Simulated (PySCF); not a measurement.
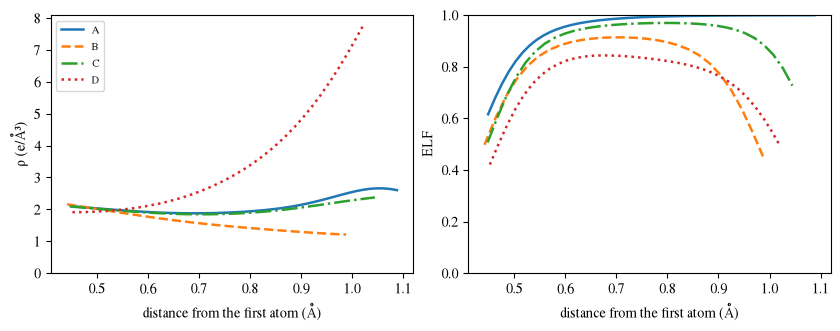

*C$_{5}$H$_{5}$F$_{6}$P. Electron density and ELF along straight lines between neighbouring atoms. The curves leave out the atomic cores.*

Geometry: GFN2-xTB.

Theory: PBE0/pcSseg-1, SCF density, gas phase, non-relativistic in PySCF 2.14.0.

```xyz
17

C     1.2639   -1.3486    0.0403
C     1.1559    0.1425    0.0246
P    -0.1951    1.1447    0.0234
C    -1.5441   -0.1665    0.0711
C    -2.8723    0.5345   -0.0737
F    -3.0905    1.4056    0.9207
F    -3.9078   -0.3180   -0.0736
F    -2.9459    1.2292   -1.2179
C     2.4654    0.8571   -0.0188
F     3.2139    0.5058   -1.0803
F     2.3140    2.1898   -0.0811
F     3.2269    0.6094    1.0636
H     0.5338   -1.7948    0.7122
H     2.2609   -1.6456    0.3605
H     1.0997   -1.7539   -0.9600
H    -1.4425   -0.8823   -0.7470
H    -1.5433   -0.6969    1.0262
```

Which curve belongs to which contact (C–C, C–F, C–H and C–P)? The first atom named is at distance zero.

Answer. Curve A: C–H (1.09 Å): ρ is about 2 e/Å³ halfway; the ELF climbs to about 1 towards the hydrogen, as it does in any bond to H (a covalent bond by its length). Curve B: C–P (1.68 Å): ρ at the midpoint is about 1.4 e/Å³; the ELF peaks at about 0.90 between the atoms; a covalent bond. Curve C: C–C (1.49 Å): ρ at the midpoint is about 1.9 e/Å³; the ELF peaks at about 0.95 between the atoms (localised, covalent bonding). Curve D: C–F (1.34 Å): ρ at the midpoint is about 2.4 e/Å³; the ELF peaks at about 0.85 between the atoms, as expected for a shared but strongly polarised pair.
